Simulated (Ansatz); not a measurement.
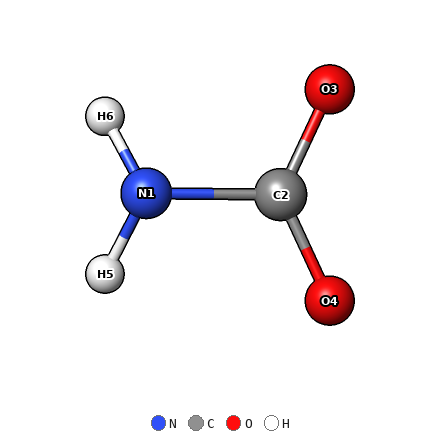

The system is CH2NO2, SMILES NC(=O)[O-], charge −1; the picture shows the reference structure. The first coordinate is: umbrella angle at N1 (between each of its bonds and their common axis; 90 is planar); the second: change of the bonds N1–C2, N1–H5, N1–H6, all alike. Nothing is relaxed (all other coordinates rigid). The grid has 15 × 15 points. Points are written as (first, second). Energies: kJ/mol, counted from the lowest grid point. Computed with RHF/def2-TZVPD in Ansatz.

Its coordinates:

```xyz
6

N     0.7326    0.1170    0.2244
C    -0.5565    0.0136   -0.3909
O    -1.3181    0.9539   -0.1687
O    -0.7293   -0.9946   -1.0745
H     1.1554   -0.7721    0.3668
H     0.7159    0.6821    1.0429
```

Range: umbrella angle at N1 (between each of its bonds and their common axis; 90 is planar) from 62 to 118°; change of the bonds N1–C2, N1–H5, N1–H6, all alike from −0.125 to 0.194 Å.

**Predict the map.**

The lowest grid point is at (106°, 0.011 Å); the map holds 2 wells of about this depth. The highest grid point, (90°, 0.194 Å), lies 194 kJ/mol above the lowest. On the interpolated surface the easiest way out of the lowest well to the well at about (74°, 0.00 Å) passes a barrier of about 7 kJ/mol, counted from the interpolated bottom of the well. Round the minimum the valley is somewhat tilted: raising the first coordinate shifts the best value of the second coordinate upwards (coupling k₁₂/√(k₁₁k₂₂) about −0.3).

```
second ↓, first →   62   66   70   74   78   82   86   90   94   98  102  106  110  114  118
            0.194  152  150  154  163  174  184  191  194  191  184  174  163  154  150  152
            0.171  125  121  125  133  142  152  158  161  158  151  142  132  124  121  125
            0.148  100   95   97  104  113  121  127  129  127  121  112  103   97   95  100
            0.125   77   71   72   77   85   93   98  100   98   93   85   77   71   71   77
            0.103   59   51   50   55   61   68   73   75   73   68   61   54   50   51   59
            0.080   43   33   31   34   40   46   51   52   50   46   40   34   31   33   43
            0.057   32   20   16   18   23   28   32   33   31   27   22   18   16   20   32
            0.034   25   12    6    6   10   14   17   18   17   14    9    6    6   11   25
            0.011   24    9    2    0    2    6    8    9    8    5    2    0    1    9   24
           −0.011   29   12    3    0    1    3    5    6    5    3    1    0    3   12   30
           −0.034   42   23   12    7    7    8   10   10   10    8    7    7   12   23   42
           −0.057   64   42   29   23   21   21   22   22   22   21   21   23   29   42   64
           −0.080   95   71   56   48   45   44   44   44   44   44   45   48   56   71   95
           −0.103  137  111   94   84   79   78   77   77   77   78   79   84   94  111  138
           −0.125  190  161  142  131  124  122  121  120  120  122  124  131  142  161  190
```

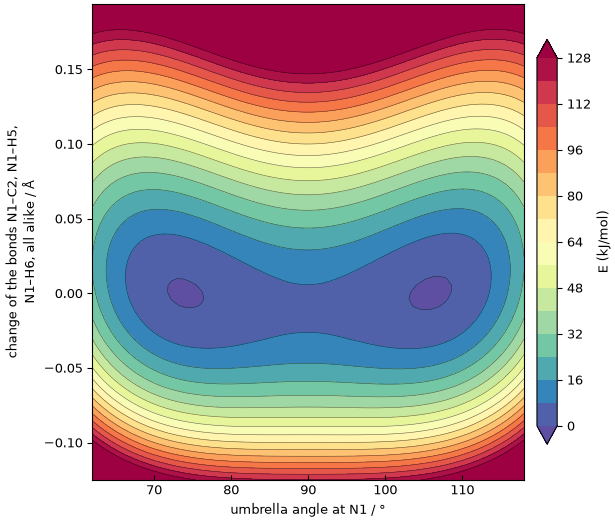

Drawn: filled contours, one colour for all values above the top of the scale. Between grid points the surface is interpolated.

Each point was launched as `ansatz run input.yaml --threads 1 --pin off --max-ram 2560MiB --backend cpu --events-out ev --progress --plain --runs-dir out`. The whole map (225 points run) took 6.9 min on 1 thread of Intel(R) Xeon(R) 6975P-C (Granite Rapids), with other jobs on the host.
